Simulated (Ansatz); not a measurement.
# Rb2HgBr6: a short molecular-dynamics run

Aim: set Rb2HgBr6 (a randomly packed cell, 9 atoms, not relaxed) in motion for 60 steps of 1 fs under a Langevin thermostat at 1200 K, and see how temperature, energy and positions respond.

All numbers below are computed with Ansatz 0.2.0 (DFT PBE, plane waves, PAW, scalar-relativistic, no spin polarisation).

## Step 1: The starting structure

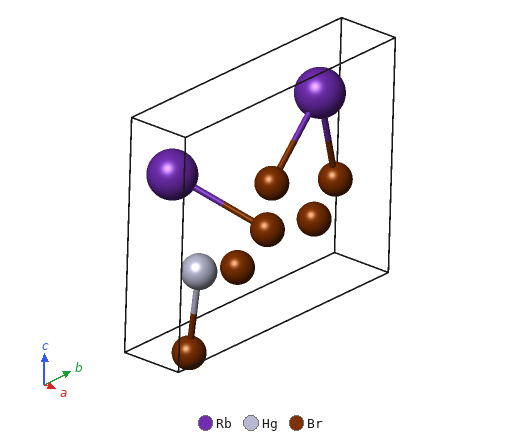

The starting structure, seen slightly off an axis (rubidium purple, mercury light grey, bromine brown). Each atom of the cell is drawn once.

Coordinates:

```cif
data_structure
_symmetry_space_group_name_H-M 'P 1'
_symmetry_Int_Tables_number 1
_cell_length_a 5.9573
_cell_length_b 7.4513
_cell_length_c 7.3182
_cell_angle_alpha 68.894
_cell_angle_beta 83.931
_cell_angle_gamma 95.886
_cell_volume 297.88
loop_
_atom_site_label
_atom_site_type_symbol
_atom_site_fract_x
_atom_site_fract_y
_atom_site_fract_z
_atom_site_occupancy
Rb1 Rb 0.32962 0.09306 0.71875 1
Rb2 Rb 0.75207 0.68329 0.85166 1
Hg1 Hg 0.97407 0.06558 0.37215 1
Br1 Br 0.94748 0.41257 0.59839 1
Br2 Br 0.55684 0.82142 0.40881 1
Br3 Br 0.19645 0.81963 0.20870 1
Br4 Br 0.80960 0.07344 0.00952 1
Br5 Br 0.14594 0.46979 0.14760 1
Br6 Br 0.62632 0.48224 0.34387 1
```

## Step 2: The run

input.yaml reads:

```yaml
crystal:
  lattice:
    - [5.941749, 0.377786, 0.205444]
    - [-1.289859, 6.940774, 2.384041]
    - [0.497161, 0.417711, 7.289346]
  atoms:
    - { symbol: Rb, position: [0.32962, 0.093059, 0.71875] }
    - { symbol: Rb, position: [0.752072, 0.683292, 0.851658] }
    - { symbol: Hg, position: [0.974073, 0.065582, 0.372151] }
    - { symbol: Br, position: [0.947481, 0.412566, 0.59839] }
    - { symbol: Br, position: [0.556839, 0.821417, 0.408812] }
    - { symbol: Br, position: [0.196452, 0.81963, 0.208697] }
    - { symbol: Br, position: [0.809601, 0.073438, 0.009521] }
    - { symbol: Br, position: [0.14594, 0.469788, 0.147596] }
    - { symbol: Br, position: [0.626323, 0.482245, 0.343866] }
kpoints:
  mp_grid: { grid: [3, 2, 2] }
magnetization:
  spin_polarized: false
scf:
  occupations: { method: fermi_dirac, width: 0.05 }
hamiltonian:
  pseudopotentials: { kind: paw }
  xc: pbe
basis:
  ecutwfc: 420
md:
  timestep: 1.0
  n_steps: 60
  ensemble: nvt_langevin
  temperature: 1200.0
  initial_velocities: maxwell_boltzmann
  seed: 4270
```

Started as:

```bash
ansatz run input.yaml --threads 2 --pin off --max-ram 2560MiB --backend cpu --events-out ev --progress --plain --runs-dir out
```

The log of the run (excerpt; [...] marks lines left out):

```text
Warning: md: disabling space-group detection — thermal motion breaks the input geometry's symmetry, so no spatial operation reduces the k-mesh or symmetrises the density; time reversal is kept, so that k and −k are solved as one point where they differ and the mesh holds both, and exact [...]
Warning: RAYON_NUM_THREADS=2 ignored (pool sized by the plan → 2); use --threads N
[...]
Pseudopotentials: kind: paw
Pseudopotential: Rb, paw, valence charge 9, recommended cutoff 420 eV (normal), Rb.paw.azcp
Pseudopotential: Hg, paw, valence charge 20, recommended cutoff 420 eV (normal), Hg.paw.azcp
Pseudopotential: Br, paw, valence charge 7, recommended cutoff 420 eV (normal), Br.paw.azcp
Functional definition: PBE
[...]
Crystal: 9 atoms, lattice volume = 297.878 Å³
Basis set: ecut = 420 eV, 5831 PW (Γ), exchange–correlation on 80×100×100 points (8 copies of the dense FFT grid, shifted against one another)
Bands: 49, of which v1, the nominal top of the filled ones, is band 40 counted from 1 (39 counted from 0)
Symmetry: 1 space group operations
k-points: 8 of 12 (time reversal used)
[...]
SCF iter   1: F=—  HF=-37050.716931 eV  |F-HF|=—  |Δ(HF+E_count)|=         —  Δρ=5.69e-3  dr2=1.66e-1  ethr=1.77e-3  ⟨swp⟩=9.6  Hψ=1903  notcnv=0  defer=12
[...]
md step     0: t =     0.00 fs  T =  1066.7 K  F+E_penalty+E_count = -37050.69914453 eV  E_kin = 1.240896 eV  (12 SCF iters)
[...]
md step     1: t =     1.00 fs  T =  1093.9 K  F+E_penalty+E_count = -37050.67723332 eV  E_kin = 1.272616 eV  (9 SCF iters)
[...]
SCF iter   1: F=—  HF=-37050.657890 eV  |F-HF|=—  |Δ(HF+E_count)|=         —  Δρ=9.51e-4  dr2=6.04e-3  ethr=7.51e-6  ⟨swp⟩=2.0  Hψ=1932  notcnv=0
[...]
```

## Step 3: More of the same log

Output, continued (excerpt; [...] marks lines left out):

```text
SCF iter   2: F=—  HF=-37050.657448 eV  |F-HF|=—  |Δ(HF+E_count)|=   4.42e-4  Δρ=5.91e-4  dr2=8.19e-4  ethr=7.51e-6  ⟨swp⟩=2.0  Hψ=660  notcnv=0
[...]
md step     2: t =     2.00 fs  T =  1076.0 K  F+E_penalty+E_count = -37050.65732917 eV  E_kin = 1.251805 eV  (10 SCF iters)
[...]
md step    16: t =    16.00 fs  T =   893.8 K  F+E_penalty+E_count = -37050.49503838 eV  E_kin = 1.039834 eV  (5 SCF iters)
[...]
md step    30: t =    30.00 fs  T =  1237.5 K  F+E_penalty+E_count = -37050.80360983 eV  E_kin = 1.439679 eV  (8 SCF iters)
[...]
md step    44: t =    44.00 fs  T =  1399.3 K  F+E_penalty+E_count = -37051.38672216 eV  E_kin = 1.627807 eV  (4 SCF iters)
[...]
md step    58: t =    58.00 fs  T =  1970.9 K  F+E_penalty+E_count = -37052.05673674 eV  E_kin = 2.292774 eV  (5 SCF iters)
md step    59: t =    59.00 fs  T =  1991.3 K  F+E_penalty+E_count = -37052.10430180 eV  E_kin = 2.316578 eV  (4 SCF iters)
[...]
md step    60: t =    60.00 fs  T =  2102.2 K  F+E_penalty+E_count = -37052.15094230 eV  E_kin = 2.445600 eV  (7 SCF iters)
SCF converged after 7 iterations
Free energy (F): -37052.150942 eV
[...]
E sigma→0 (E₀):  -37052.150557 eV
Entropy (-TS):   -0.000771 eV (-0.086 meV/atom)
Fermi energy:    4.502725 eV
[...]
--- Forces (eV/Å), atoms counted from 1 ---
  atom   1  Rb     0.01398736     0.35423689     0.33854800
  atom   2  Rb     0.10287954    -0.59323601    -0.11355078
  atom   3  Hg     0.31937579     0.42061631    -0.49408145
  atom   4  Br    -0.99312171    -0.23623074     0.56919698
  atom   5  Br     0.06400672     0.13087071     1.25080280
  atom   6  Br    -0.32263823     0.79628913     0.03482880
  atom   7  Br    -0.06058895     0.63265340    -0.65526685
  atom   8  Br     0.57982038    -1.15122390    -1.02972428
[...]
--- MD trajectory: 60 steps, t = 0.0 → 60.0 fs ---
  final state: T = 2102.2 K   F+E_penalty+E_count = -37052.15094230 eV   E_kin = 2.445600 eV
```

Run time: 88 s. Hardware: 2 threads of Intel Xeon 6975P-C (Granite Rapids), shared host; peak memory 0.64 GiB.

## Step 4: The trajectory

The trajectory, every 4 steps (energies from step 0); msd is the mean square displacement from the start, the centre of mass held:

```
time (fs)  T (K)  potential energy change (meV/atom)  msd Br (Å²)  msd Rb (Å²)  msd Hg (Å²)
      0.0   1067                                 0.0        0.000        0.000        0.000
      4.0   1035                                 8.5        0.001        0.000        0.000
      8.0   1169                                15.4        0.003        0.001        0.000
     12.0   1018                                20.8        0.006        0.002        0.000
     16.0    894                                22.7        0.010        0.003        0.001
     20.0    952                                18.8        0.014        0.006        0.002
     24.0   1072                                 9.7        0.019        0.008        0.003
     28.0   1272                                -4.5        0.025        0.012        0.004
     32.0   1351                               -19.2        0.032        0.016        0.005
     36.0   1410                               -37.1        0.041        0.020        0.007
     40.0   1340                               -56.4        0.050        0.025        0.009
     44.0   1399                               -76.4        0.061        0.030        0.011
     48.0   1508                               -97.3        0.074        0.033        0.015
     52.0   1768                              -118.4        0.089        0.038        0.019
     56.0   1846                              -140.0        0.105        0.042        0.024
     60.0   2102                              -161.3        0.124        0.045        0.029
```

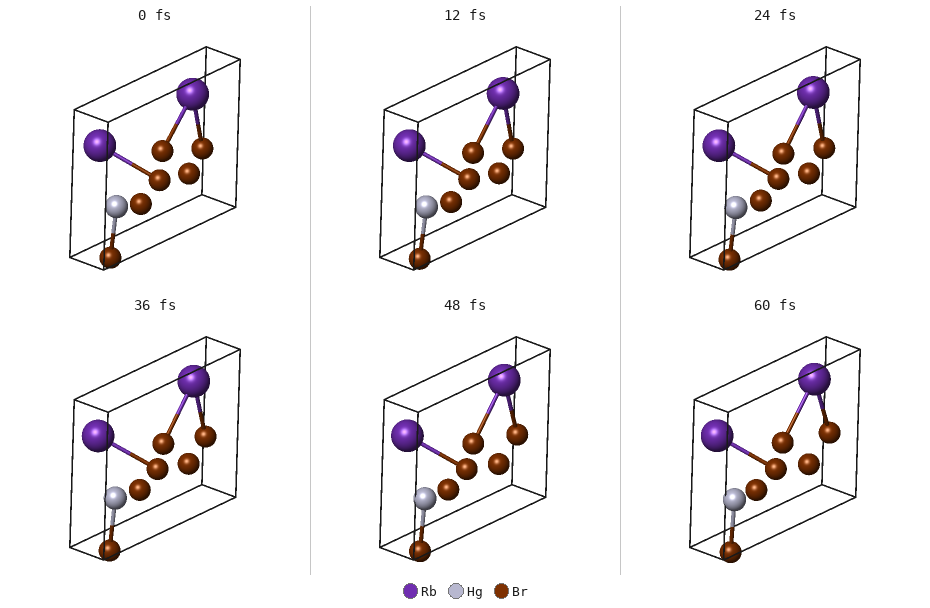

The system at six times, viewed slightly off an axis. Each atom of the cell is drawn once. Atoms are followed across the cell's faces. Sticks are the contacts of the first frame, kept unless stretched by 40 %.

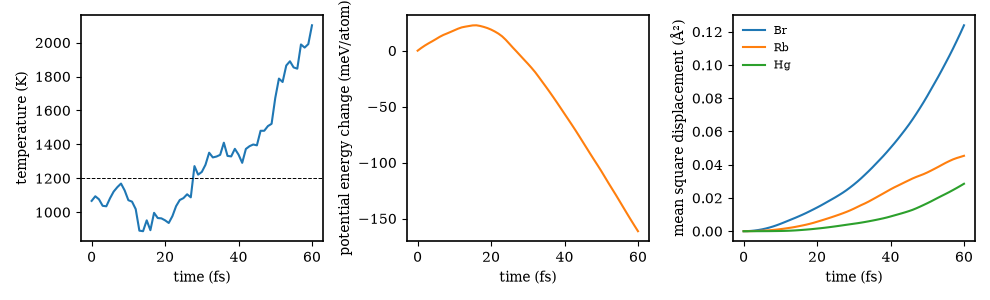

Time series of the run, each on its own scale. The dashed line is the set temperature.

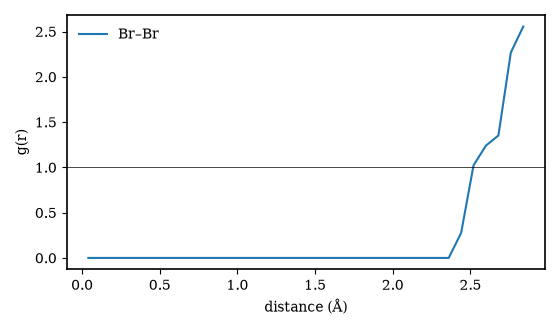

Pair distribution functions over the second half of the run, in bins of 0.08 Å, lightly smoothed, out to 2.9 Å.

## Step 5: Frames from the trajectory

Positions (Å) and forces (eV/Å):

```xyz
9
Lattice="5.942 0.378 0.205 -1.290 6.941 2.384 0.497 0.418 7.289" Properties=species:S:1:pos:R:3:forces:R:3 pbc="T T T" time_fs=8.0 T=1169 dE=0.1385
Rb    2.210    1.048    5.535    0.219    0.238    0.114
Rb    4.007    5.396    8.014    0.000   -0.454    0.157
Hg    5.889    0.976    3.064   -0.335    0.282   -0.234
Br    5.369    3.493    5.475   -0.419   -0.558    0.983
Br    2.425    6.109    5.039    0.100    1.604    2.210
Br    0.214    5.851    3.529   -0.382    0.856    0.051
Br    4.759    0.786    0.379   -0.074    0.731   -1.277
Br    0.337    3.392    2.290    0.820   -1.186   -1.077
Br    3.236    3.724    3.818    0.071   -1.514   -0.928
9
Lattice="5.942 0.378 0.205 -1.290 6.941 2.384 0.497 0.418 7.289" Properties=species:S:1:pos:R:3:forces:R:3 pbc="T T T" time_fs=15.0 T=952 dE=0.2032
Rb    2.234    1.031    5.535    0.175    0.230    0.113
Rb    4.002    5.410    8.034    0.018   -0.488    0.111
Hg    5.886    0.965    3.050   -0.334    0.327   -0.198
Br    5.338    3.517    5.426   -0.563   -0.584    1.198
Br    2.420    6.137    5.036    0.081    1.609    2.332
Br    0.213    5.849    3.532   -0.328    0.994    0.022
Br    4.778    0.766    0.358   -0.060    0.786   -1.341
Br    0.355    3.392    2.345    0.862   -1.313   -1.311
Br    3.203    3.714    3.837    0.149   -1.562   -0.926
9
Lattice="5.942 0.378 0.205 -1.290 6.941 2.384 0.497 0.418 7.289" Properties=species:S:1:pos:R:3:forces:R:3 pbc="T T T" time_fs=22.0 T=977 dE=0.1371
Rb    2.257    1.015    5.538    0.135    0.225    0.115
Rb    4.000    5.418    8.063    0.033   -0.508    0.052
Hg    5.882    0.948    3.033   -0.302    0.368   -0.194
Br    5.302    3.531    5.395   -0.765   -0.595    1.309
Br    2.419    6.175    5.049    0.131    1.523    2.340
Br    0.228    5.841    3.529   -0.311    1.110    0.016
Br    4.783    0.759    0.335   -0.040    0.811   -1.326
Br    0.377    3.380    2.389    0.881   -1.462   -1.487
Br    3.163    3.697    3.841    0.238   -1.473   -0.825
9
Lattice="5.942 0.378 0.205 -1.290 6.941 2.384 0.497 0.418 7.289" Properties=species:S:1:pos:R:3:forces:R:3 pbc="T T T" time_fs=30.0 T=1238 dE=-0.1045
Rb    2.269    0.990    5.532    0.110    0.234    0.139
Rb    4.001    5.431    8.101    0.050   -0.529   -0.014
Hg    5.878    0.926    3.017   -0.246    0.405   -0.258
Br    5.242    3.545    5.383   -1.017   -0.569    1.258
Br    2.428    6.212    5.089    0.165    1.347    2.195
Br    0.240    5.831    3.520   -0.267    1.197    0.036
Br    4.785    0.757    0.303   -0.036    0.809   -1.206
Br    0.421    3.343    2.429    0.909   -1.601   -1.521
Br    3.124    3.679    3.831    0.332   -1.294   -0.630
9
Lattice="5.942 0.378 0.205 -1.290 6.941 2.384 0.497 0.418 7.289" Properties=species:S:1:pos:R:3:forces:R:3 pbc="T T T" time_fs=38.0 T=1329 dE=-0.4197
Rb    2.279    0.959    5.530    0.086    0.258    0.179
Rb    4.002    5.448    8.141    0.071   -0.552   -0.074
Hg    5.881    0.911    2.999   -0.156    0.403   -0.337
Br    5.180    3.557    5.367   -1.228   -0.513    1.160
Br    2.437    6.258    5.145    0.197    1.086    1.967
Br    0.268    5.815    3.514   -0.252    1.246    0.049
Br    4.788    0.762    0.276   -0.026    0.784   -1.066
Br    0.472    3.291    2.457    0.930   -1.659   -1.500
Br    3.094    3.658    3.821    0.377   -1.052   -0.379
9
Lattice="5.942 0.378 0.205 -1.290 6.941 2.384 0.497 0.418 7.289" Properties=species:S:1:pos:R:3:forces:R:3 pbc="T T T" time_fs=45.0 T=1394 dE=-0.7349
Rb    2.287    0.938    5.540    0.070    0.294    0.207
Rb    4.013    5.460    8.174    0.085   -0.567   -0.111
Hg    5.886    0.899    2.982   -0.053    0.394   -0.384
Br    5.134    3.563    5.362   -1.297   -0.434    1.013
Br    2.443    6.309    5.199    0.216    0.818    1.747
Br    0.302    5.812    3.513   -0.278    1.166    0.047
Br    4.796    0.770    0.259   -0.021    0.744   -0.944
Br    0.520    3.240    2.473    0.894   -1.580   -1.412
Br    3.075    3.640    3.816    0.384   -0.836   -0.165
9
Lattice="5.942 0.378 0.205 -1.290 6.941 2.384 0.497 0.418 7.289" Properties=species:S:1:pos:R:3:forces:R:3 pbc="T T T" time_fs=52.0 T=1768 dE=-1.0659
Rb    2.291    0.922    5.540    0.050    0.324    0.265
Rb    4.024    5.471    8.200    0.093   -0.581   -0.110
Hg    5.891    0.886    2.958    0.087    0.401   -0.423
Br    5.084    3.569    5.373   -1.226   -0.344    0.829
Br    2.452    6.368    5.254    0.194    0.526    1.507
Br    0.332    5.810    3.513   -0.302    1.025    0.026
Br    4.817    0.784    0.238   -0.044    0.689   -0.815
Br    0.571    3.180    2.490    0.788   -1.426   -1.268
Br    3.064    3.618    3.820    0.360   -0.613   -0.011
9
Lattice="5.942 0.378 0.205 -1.290 6.941 2.384 0.497 0.418 7.289" Properties=species:S:1:pos:R:3:forces:R:3 pbc="T T T" time_fs=60.0 T=2102 dE=-1.4518
Rb    2.301    0.913    5.546    0.014    0.354    0.339
Rb    4.035    5.474    8.233    0.103   -0.593   -0.114
Hg    5.904    0.868    2.931    0.319    0.421   -0.494
Br    5.032    3.559    5.402   -0.993   -0.236    0.569
Br    2.470    6.448    5.312    0.064    0.131    1.251
Br    0.362    5.808    3.508   -0.323    0.796    0.035
Br    4.838    0.796    0.209   -0.061    0.633   -0.655
Br    0.640    3.097    2.487    0.580   -1.151   -1.030
Br    3.069    3.585    3.826    0.296   -0.354    0.099
```

## Step 6: Summary of results

| quantity | value |
| --- | --- |
| length | 60 steps of 1 fs |
| temperature, first and last step | 1067 and 2102 K |
| temperature, second half | mean 1555 K, from 1238 to 2102 K |
| potential energy, second half | -83 meV/atom from the start |
| mean square displacement, second half | Br 0.069, Rb 0.030, Hg 0.014 Å² |

Against a set 1200 K the second half averages 1555 K, going from 1238 to 2102 K over that half; the potential energy of that half lies 83 meV/atom under the start, so the atoms have moved to lower-lying arrangements, and the energy set free heats the cell. Over the second half Br atoms stand 0.3 Å (root mean square) from where they began, and the farthest move is 0.5 Å. A run of 60 fs with 9 atoms shows the motion but fixes no equilibrium value. The k-mesh is coarse.
